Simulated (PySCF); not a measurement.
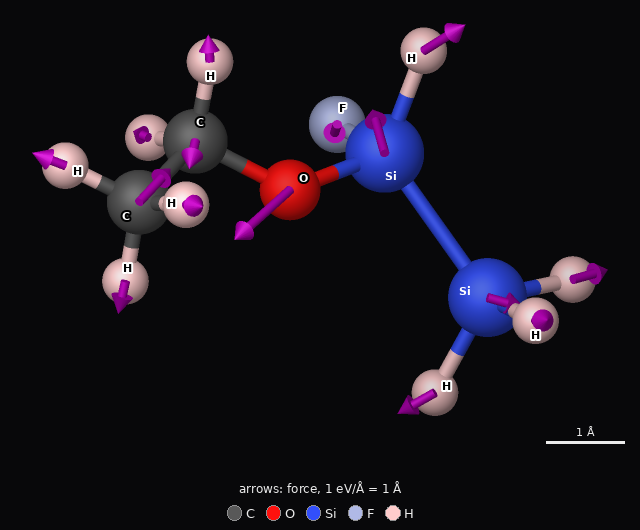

Starting geometry of C₂H₉FOSi₂ with the computed forces as purple arrows. The picture is a ball-and-stick view, seen at a tilt.

The start comes from GFN2-xTB.

Method: PBE0-D3(BJ)/def2-SVP geometry optimisation, gas phase in PySCF 2.14.0, density-fitted response routines. 

**What follows when this structure is relaxed?**

It isn't relaxed: the largest force vector, on the O atom, is 1.29 eV/Å. The final displacements have little in common with the starting forces (cosine between the two patterns 0.21). The atom that moves furthest after the best rigid fit is an H atom (0.23 Å). Largest moves by element: H 0.23 Å, O 0.20 Å, F 0.19 Å, Si 0.15 Å, C 0.09 Å. Near-neighbour distances that change, for instance: Si–Si 2.285 → 2.335 Å, O–Si 1.612 → 1.651 Å, H–Si 1.464 → 1.494 Å, C–H 1.087 → 1.100 Å. Among the angles between lasting bonds that change: Si–Si–H 123.1° → 115.9°, F–Si–H 98.9° → 105.5°, Si–Si–H 115.1° → 109.5°. Over 8 geometry steps the energy falls by 0.182 eV.
